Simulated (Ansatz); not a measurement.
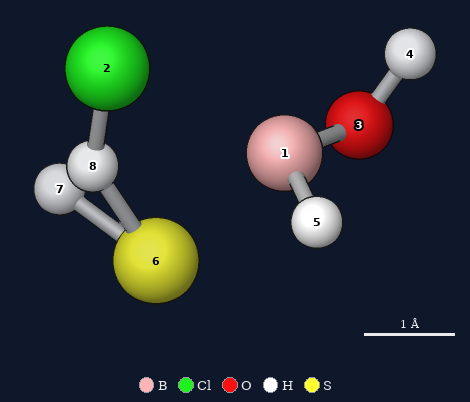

The structure as given in the input (ball-and-stick view, seen at a tilt; atoms are numbered from 1 in the order of the input).

Geometry relaxation, with input and output: BH$_{4}$SClO

System: BH$_{4}$SClO.
Method: RKS B3LYP-D4/6-31G* (Ansatz 0.2.0).

The input holds or restrains some coordinates. Forces given for the steps count only the free coordinates. It belongs to a series of runs on one base structure; here: pulled along the bonds that form and break, towards end A. Figures and captions count atoms from 1; the log counts them from 0 in places.

### Input
```yaml
crystal:
  periodic: [false, false, false]
  atoms:
    - { symbol: B, position_ang: [0.0, 0.0, 0.0] }
    - { symbol: Cl, position_ang: [0.0, 0.0, 2.21] }
    - { symbol: O, position_ang: [1.2211, 0.0, -0.705] }
    - { symbol: H, position_ang: [1.5209, -0.9519, -0.8599] }
    - { symbol: H, position_ang: [-1.0305, 0.0, -0.595] }
    - { symbol: S, position_ang: [0.0982, 2.076, 0.6906] }
    - { symbol: H, position_ang: [0.6507, 2.1151, 1.9763] }
    - { symbol: H, position_ang: [0.0608, 1.2857, 1.8263] }
basis:
  gaussian: { orbitals: "6-31G*" }
hamiltonian:
  xc: b3lyp
  dispersion: d4
relax:
  f_tol: 0.15
  max_steps: 25
  restrain:
    - { distance: [0, 5], at: 3.09, k: 30.0 }
    - { distance: [7, 1], at: 2.57, k: 30.0 }
    - { distance: [0, 1], at: 1.86, k: 30.0 }
    - { distance: [7, 5], at: 1.4, k: 30.0 }
output:
  orbitals: {}
```

Hardware: 1 thread of Intel Xeon @ 2.50GHz (Skylake/Cascade Lake), 32 GiB of memory available, shared host.

Launched with:
```bash
ansatz run input.yaml --threads 1 --pin off --max-ram 2048MiB --backend cpu --events-out ev --progress --plain --runs-dir out
```

### What the program printed
```
The last accepted step is kept in [file] (removed where the run ends without a failure and the disk answers)
Engine: ansatz 0.2.0, x86_64-unknown-linux-gnu
Functional definition: B3LYP
  parameter a0 = 0.2
  parameter ax = 0.72
  parameter ac = 0.81
  exchange = (1 - a0 - ax)*slater_x + ax*b88_x + a0*exact_x
  correlation = (1 - ac)*vwn_rpa_c + ac*lyp_c
799 factors; integrals over basis functions are off by at most 6.9e-4 eV
mean field evaluation 1: about -26138.7857 eV, gradient 4.7e1 eV
mean field evaluation 2: about -26125.8075 eV, gradient 9.4e1 eV
mean field evaluation 4: about -26142.8663 eV, gradient 2.9e0 eV
mean field evaluation 8: about -26142.9056 eV, gradient 5.7e-2 eV
mean field evaluation 16: about -26142.9056 eV, gradient 1.2e-5 eV
mean field -26142.90560664 eV, -960.7340607463 hartree, gradient 1.2e-5 eV, S^2 0.000000; 0 other end points of the search recorded, 0 dependent functions left out
the calculation of the forces begins
reference -26142.90583107 eV, -960.7340689940 hartree; 25, 25 occupied and 51, 51 virtual orbitals, 799 factors
relax step   1: F+E_penalty+E_count = -26143.20500468 eV  Δ(F+E_penalty+E_count) = +0.000e0 eV  max|allowed force component| = 8.036e0 eV/Å  E_restraint = 36.56861044 eV  max|allowed force component, restraints' pulls added| = 4.327e1 eV/Å  Δτ_max = 0.0000 Å  (27 SCF iters, accepted)
  distance B 0 - S 5 = 2.1901 Å
  distance H 7 - Cl 1 = 1.3431 Å
  distance B 0 - Cl 1 = 2.2100 Å
  distance H 7 - S 5 = 1.3841 Å
these checks for a lower state are left out or cut short: starts, cluster_reference, orbital_swaps, neighbouring_geometries, increment
799 factors; integrals over basis functions are off by at most 6.1e-4 eV
mean field -26144.25575547 eV, -960.7836778005 hartree, gradient 1.2e-5 eV, S^2 0.000000; 0 other end points of the search recorded, 0 dependent functions left out
[... from here on the field's lines of each further geometry are left out, up to the last ...]
relax step   2: F+E_penalty+E_count = -26144.54626461 eV  Δ(F+E_penalty+E_count) = -1.341e0 eV  max|allowed force component| = 3.273e0 eV/Å  E_restraint = 20.11334249 eV  max|allowed force component, restraints' pulls added| = 2.980e1 eV/Å  Δτ_max = 0.1948 Å  (34 SCF iters, accepted)
relax step   3: F+E_penalty+E_count = -26144.94527458 eV  Δ(F+E_penalty+E_count) = -3.990e-1 eV  max|allowed force component| = 2.609e0 eV/Å  E_restraint = 8.50346529 eV  max|allowed force component, restraints' pulls added| = 1.865e1 eV/Å  Δτ_max = 0.1949 Å  (34 SCF iters, accepted)
relax step   4: F+E_penalty+E_count = -26145.39185236 eV  Δ(F+E_penalty+E_count) = -4.466e-1 eV  max|allowed force component| = 2.904e0 eV/Å  E_restraint = 2.22600199 eV  max|allowed force component, restraints' pulls added| = 9.281e0 eV/Å  Δτ_max = 0.1949 Å  (28 SCF iters, accepted)
relax step   5: F+E_penalty+E_count = -26146.36732310 eV  Δ(F+E_penalty+E_count) = -9.755e-1 eV  max|allowed force component| = 2.312e0 eV/Å  E_restraint = 0.08435255 eV  max|allowed force component, restraints' pulls added| = 2.504e0 eV/Å  Δτ_max = 0.1949 Å  (28 SCF iters, accepted)
relax step   6: F+E_penalty+E_count = -26147.46785198 eV  Δ(F+E_penalty+E_count) = -1.101e0 eV  max|allowed force component| = 1.907e0 eV/Å  E_restraint = 0.02104170 eV  max|allowed force component, restraints' pulls added| = 2.265e0 eV/Å  Δτ_max = 0.2000 Å  (28 SCF iters, accepted)
relax step   7: F+E_penalty+E_count = -26148.23014512 eV  Δ(F+E_penalty+E_count) = -7.623e-1 eV  max|allowed force component| = 2.546e0 eV/Å  E_restraint = 0.02895863 eV  max|allowed force component, restraints' pulls added| = 2.546e0 eV/Å  Δτ_max = 0.1947 Å  (28 SCF iters, accepted)
relax step   8: F+E_penalty+E_count = -26148.58726452 eV  Δ(F+E_penalty+E_count) = -3.571e-1 eV  max|allowed force component| = 1.577e0 eV/Å  E_restraint = 0.02028861 eV  max|allowed force component, restraints' pulls added| = 1.577e0 eV/Å  Δτ_max = 0.2000 Å  (28 SCF iters, accepted)
relax step   9: F+E_penalty+E_count = -26148.79089700 eV  Δ(F+E_penalty+E_count) = -2.036e-1 eV  max|allowed force component| = 7.532e-1 eV/Å  E_restraint = 0.01199844 eV  max|allowed force component, restraints' pulls added| = 5.712e-1 eV/Å  Δτ_max = 0.2000 Å  (27 SCF iters, accepted)
relax step  10: F+E_penalty+E_count = -26148.83353676 eV  Δ(F+E_penalty+E_count) = -4.264e-2 eV  max|allowed force component| = 6.355e-1 eV/Å  E_restraint = 0.01329398 eV  max|allowed force component, restraints' pulls added| = 2.536e-1 eV/Å  Δτ_max = 0.1479 Å  (27 SCF iters, accepted)
the calculation of the forces begins
reference -26148.59359998 eV, -960.9430906460 hartree; 25, 25 occupied and 51, 51 virtual orbitals, 800 factors
relax step  11: F+E_penalty+E_count = -26148.84130817 eV  Δ(F+E_penalty+E_count) = -7.771e-3 eV  max|allowed force component| = 6.438e-1 eV/Å  E_restraint = 0.01526658 eV  max|allowed force component, restraints' pulls added| = 1.063e-1 eV/Å  Δτ_max = 0.1060 Å  (27 SCF iters, accepted)
  distance B 0 - S 5 = 3.0963 Å
  distance H 7 - Cl 1 = 2.5753 Å
  distance B 0 - Cl 1 = 1.8386 Å
  distance H 7 - S 5 = 1.3778 Å
800 factors; integrals over basis functions are off by at most 7.0e-4 eV
mean field evaluation 96: about -26148.5813 eV, gradient 3.3e-1 eV
```

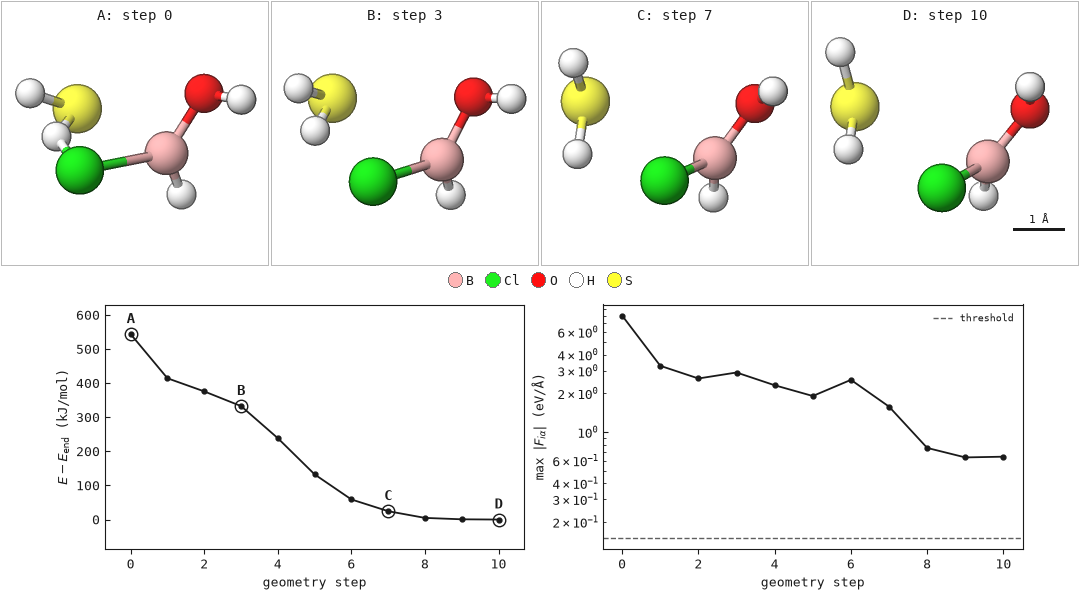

Frames of the restrained relaxation (ball-and-stick view, seen at a tilt) above the curves, on which the letters mark them (the first geometry is step 0 here and step 1 in the log).

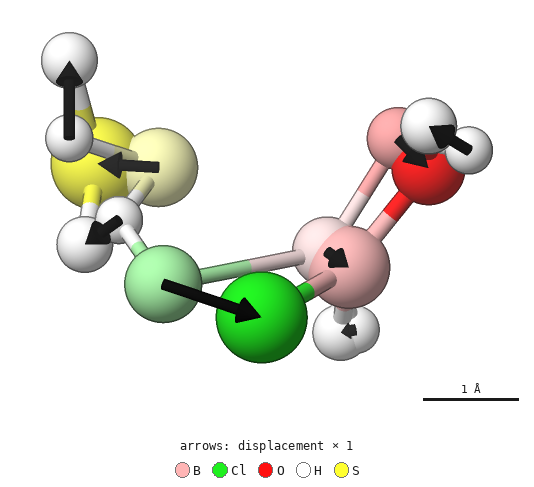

Start (faint) and end (solid) with the displacements as black arrows, at true length (ball-and-stick view, seen at a tilt). The two geometries are laid on each other by the best rigid fit. Cl2 moves most after the best rigid fit: 1.13 Å. By element the largest moves are Cl 1.13 Å, H 0.90 Å, S 0.66 Å, O 0.45 Å, B 0.31 Å. Among the contacts that change: Cl2–H8 1.343 → 2.575 Å, B1–Cl2 2.210 → 1.839 Å, B1–O3 1.410 → 1.340 Å, S6–H7 1.400 → 1.351 Å. Bonds break: Cl2–H8 (1.34 → 2.58 Å). Among the angles that change: H7–S6–H8 43.4° → 92.5°, B1–O3–H4 109.5° → 113.2°, Cl2–B1–H5 120.0° → 117.5°. After 10 geometry steps the energy has fallen by 543.8 kJ/mol. Largest force component: 8 eV/Å at the start, 0.64 eV/Å at the end. (Atoms are counted from 1 in the order of the input.)

```
mean field -26148.59336877 eV, -960.9430821491 hartree, gradient 1.4e-5 eV, S^2 0.000000; 1 other end points of the search recorded, 0 dependent functions left out
the calculation of the forces begins
reference -26148.59359998 eV, -960.9430906460 hartree; 25, 25 occupied and 51, 51 virtual orbitals, 800 factors
Total energy: -26148.84153938 eV, -960.9522022508 hartree
Atom 0 at    -0.070003    -0.292268    -0.067317 Å, force    -0.036155    -0.372083     0.463143 eV/Å
Atom 1 at    -0.088212    -0.942055     1.652553 Å, force     0.045501     0.025443    -0.513210 eV/Å
Atom 2 at     1.026169    -0.431101    -0.825835 Å, force    -0.052055     0.028948     0.009413 eV/Å
Atom 3 at     1.771146    -0.831182    -0.351651 Å, force     0.047836    -0.012582     0.010299 eV/Å
Atom 4 at    -1.086254     0.125492    -0.503206 Å, force    -0.001772     0.023570    -0.053794 eV/Å
Atom 5 at     0.031148     2.586075     1.069234 Å, force    -0.147257    -0.342597     0.501095 eV/Å
Atom 6 at     1.265225     2.706990     1.604299 Å, force    -0.008423     0.005495    -0.011596 eV/Å
Atom 7 at    -0.328017     1.602950     1.965223 Å, force     0.152326     0.643806    -0.405349 eV/Å
Dipole moment:     0.401827    -0.086648     0.107101 e Å
```

### Trajectory as extended XYZ (Å, eV, eV/Å), 11 frames, from step=1 to step=11
```
8
Properties=species:S:1:pos:R:3:forces:R:3 step=1 energy=-26143.20500
B     0.0000    0.0000    0.0000    2.4320   3.5706  -0.7161
Cl    0.0000    0.0000    2.2100   -0.5338  -8.0362   2.6338
O     1.2211    0.0000   -0.7050   -0.6801  -3.0937   1.3086
H     1.5209   -0.9519   -0.8599   -0.3436   1.4138  -0.1157
H    -1.0305    0.0000   -0.5950   -0.4421  -0.7678   0.8984
S     0.0982    2.0760    0.6906    0.0204   5.5485  -4.4369
H     0.6507    2.1151    1.9763    1.3203   1.8491  -1.4290
H     0.0608    1.2857    1.8263   -1.7732  -0.4843   1.8568
8
Properties=species:S:1:pos:R:3:forces:R:3 step=2 energy=-26144.54627
B     0.0074   -0.1063    0.0236    1.6375   2.9053  -0.4176
Cl   -0.0106   -0.1932    2.1875   -0.1443  -3.2734  -0.5032
O     1.2137   -0.0215   -0.6915   -1.1528  -2.3724   1.4319
H     1.5229   -0.9478   -0.8641    0.0843   0.7465  -0.1019
H    -1.0312   -0.0083   -0.5843   -0.0459  -0.6787   1.0127
S     0.1034    2.2574    0.7004   -0.0767   2.4881  -1.4514
H     0.6665    2.1370    1.9685    1.6991   1.8791  -0.3816
H     0.0491    1.4076    1.8033   -2.0011  -1.6945   0.4112
8
Properties=species:S:1:pos:R:3:forces:R:3 step=3 energy=-26144.94527
B     0.0120   -0.2113    0.0555    0.8347   2.5385  -0.2974
Cl   -0.0126   -0.3801    2.1321    0.0306  -1.5168  -1.8284
O     1.1991   -0.0404   -0.6760   -1.3643  -1.9578   1.5112
H     1.5265   -0.9444   -0.8644    0.4334   0.2898  -0.1416
H    -1.0281   -0.0143   -0.5725    0.3070  -0.7842   1.1819
S     0.1081    2.3990    0.7154    0.0579   1.6106  -0.6850
H     0.6858    2.1570    1.9701    2.3102   2.1158   0.1365
H     0.0305    1.5594    1.7830   -2.6094  -2.2960   0.1227
8
Properties=species:S:1:pos:R:3:forces:R:3 step=4 energy=-26145.39185
B     0.0118   -0.2922    0.0875    0.2919   2.3402  -0.4203
Cl   -0.0075   -0.5552    2.0467    0.0813  -0.6397  -2.0612
O     1.1800   -0.0652   -0.6541   -1.2641  -1.6477   1.3942
H     1.5346   -0.9457   -0.8644    0.6182   0.0433  -0.1336
H    -1.0218   -0.0284   -0.5525    0.4261  -0.8566   1.2688
S     0.1177    2.5270    0.7255    0.3685   0.9597   0.0160
H     0.7241    2.1909    1.9726    2.3822   1.9427  -0.1575
H    -0.0178    1.6935    1.7820   -2.9041  -2.1418   0.0937
8
Properties=species:S:1:pos:R:3:forces:R:3 step=5 energy=-26146.36732
B     0.0036   -0.3251    0.0935    0.3110   1.5523  -0.3795
Cl    0.0136   -0.7073    1.9267   -0.0064  -0.2563  -1.3225
O     1.1653   -0.1076   -0.6298   -0.8975  -1.1170   0.7571
H     1.5554   -0.9632   -0.8588    0.5888  -0.0354  -0.0025
H    -1.0223   -0.0646   -0.5101    0.1183  -0.5380   0.8936
S     0.1471    2.6461    0.7521    0.5347  -0.5375   1.9168
H     0.8172    2.2517    1.9630    1.6626   1.5021  -1.0426
H    -0.1587    1.7949    1.8066   -2.3116  -0.5702  -0.8205
8
Properties=species:S:1:pos:R:3:forces:R:3 step=6 energy=-26147.46785
B     0.0059   -0.3043    0.0465    0.1790   1.1751  -0.0980
Cl    0.0517   -0.6903    1.8614    0.0698  -0.4215  -1.0191
O     1.1386   -0.1609   -0.7184   -0.6703  -1.4594   0.3382
H     1.6474   -0.9972   -0.7559    0.2592   0.5931   0.2670
H    -1.0590   -0.0276   -0.4531    0.2512  -0.2825   0.4896
S     0.1405    2.6575    0.8560    0.1312  -0.8726   1.7966
H     0.9511    2.2258    1.8739    1.6870   1.0274  -0.8022
H    -0.3552    1.8218    1.8330   -1.9071   0.2404  -0.9720
8
Properties=species:S:1:pos:R:3:forces:R:3 step=7 energy=-26148.23015
B     0.0035   -0.2906    0.0053   -0.0932   0.7913   0.2077
Cl    0.0832   -0.6959    1.7959    0.1490  -0.5188  -0.6627
O     1.1041   -0.2084   -0.7908    0.5555  -2.5463   0.3159
H     1.7233   -1.0113   -0.6626   -0.9238   1.9646   0.0319
H    -1.0941   -0.0080   -0.3993    0.3810  -0.0989   0.0938
S     0.1576    2.6582    0.9465   -0.7688  -0.9495   1.4426
H     1.0933    2.2485    1.8130    1.0705   0.4125  -0.2664
H    -0.5496    1.8323    1.8353   -0.3702   0.9450  -1.1626
8
Properties=species:S:1:pos:R:3:forces:R:3 step=8 energy=-26148.58726
B    -0.0068   -0.2514   -0.0117   -0.1562  -0.0607   0.3495
Cl    0.0497   -0.7980    1.7403    0.1144  -0.2223  -0.5550
O     1.0815   -0.2823   -0.8061    0.5447  -1.5767   0.2019
H     1.7294   -1.0077   -0.5598   -0.6892   1.3801  -0.0780
H    -1.0883    0.0428   -0.4193    0.2314   0.1709   0.0294
S     0.0836    2.6728    1.0061   -0.3298  -0.9082   1.1263
H     1.1827    2.4137    1.7443    0.3904   0.3473  -0.2715
H    -0.5105    1.7349    1.8494   -0.1059   0.8696  -0.8025
8
Properties=species:S:1:pos:R:3:forces:R:3 step=9 energy=-26148.79090
B    -0.0166   -0.2477   -0.0356   -0.2096  -0.3561   0.5927
Cl    0.0026   -0.9015    1.6884    0.0682   0.0102  -0.5941
O     1.0537   -0.3864   -0.8266    0.3543  -0.5712   0.0924
H     1.7439   -0.9708   -0.4431   -0.2745   0.5277  -0.1285
H    -1.0494    0.1739   -0.4277    0.0507   0.0864  -0.0674
S     0.0022    2.6471    1.0598   -0.1326  -0.5964   0.7125
H     1.2240    2.5722    1.6296    0.0724   0.1463  -0.0954
H    -0.4392    1.6382    1.8987    0.0711   0.7532  -0.5122
8
Properties=species:S:1:pos:R:3:forces:R:3 step=10 energy=-26148.83354
B    -0.0597   -0.2759   -0.0516    0.1940  -0.5106   0.4818
Cl   -0.0406   -0.8929    1.6834    0.0189   0.0287  -0.5474
O     1.0199   -0.4434   -0.8318   -0.1359   0.1135  -0.0976
H     1.7948   -0.8378   -0.4033   -0.0719   0.0090   0.1261
H    -1.0840    0.1245   -0.4842   -0.0018   0.0447  -0.0340
S     0.0413    2.6041    1.0707   -0.2469  -0.3060   0.4157
H     1.2729    2.6055    1.6216    0.0058  -0.0149   0.0298
H    -0.4234    1.6407    1.9385    0.2378   0.6355  -0.3744
8
Properties=species:S:1:pos:R:3:forces:R:3 step=11 energy=-26148.84131
B    -0.0700   -0.2923   -0.0673   -0.0362  -0.3721   0.4631
Cl   -0.0882   -0.9421    1.6526    0.0455   0.0254  -0.5132
O     1.0262   -0.4311   -0.8258   -0.0521   0.0289   0.0094
H     1.7711   -0.8312   -0.3517    0.0478  -0.0126   0.0103
H    -1.0863    0.1255   -0.5032   -0.0018   0.0236  -0.0538
S     0.0311    2.5861    1.0692   -0.1473  -0.3426   0.5011
H     1.2652    2.7070    1.6043   -0.0084   0.0055  -0.0116
H    -0.3280    1.6030    1.9652    0.1523   0.6438  -0.4053
```

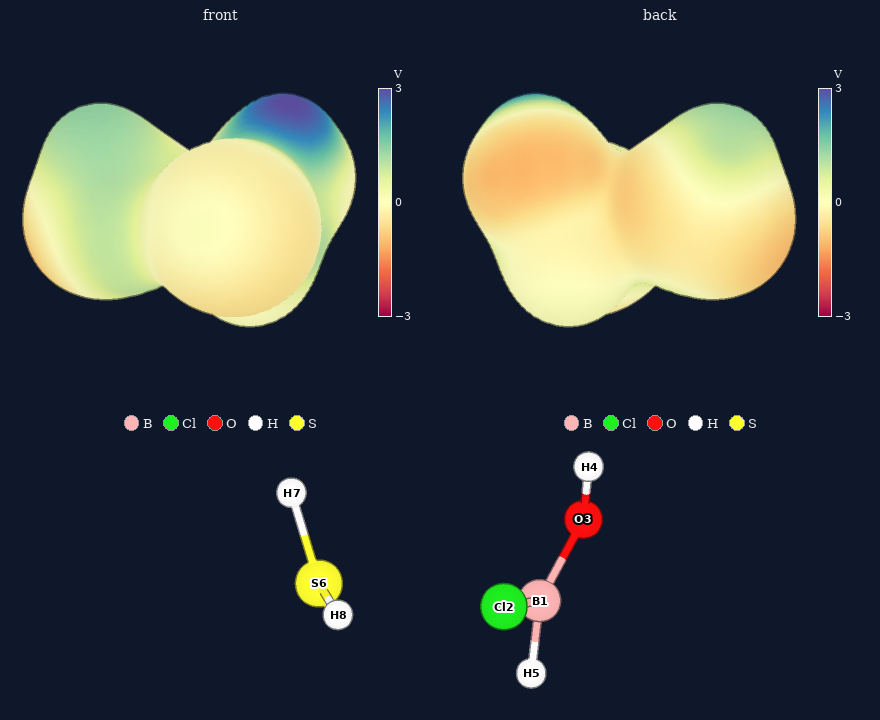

The electrostatic potential painted on the density surface at 0.002 e/bohr³, seen at a tilt and from behind; red is negative and blue positive. The bare structure is drawn below in the same view.

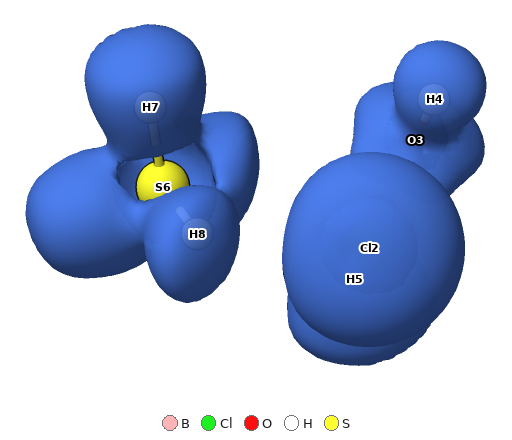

Isosurface of the electron localisation function at 0.75 (blue), seen at a tilt. Core shells and regions of very low density are left out. Values along the shortest contacts: B1···S6 (3.10 Å): the ELF is only about 0.20 between them.

### Results in brief

```tsv
quantity	value
outcome	converged under the restraints of the input
total energy	−26148.8415 eV
mean-field energy	−26148.5936 eV
largest force (length of the vector) at the end, held atoms and coordinates included	0.776 eV/Å
wall time	44 s
peak memory	0.17 GiB
```
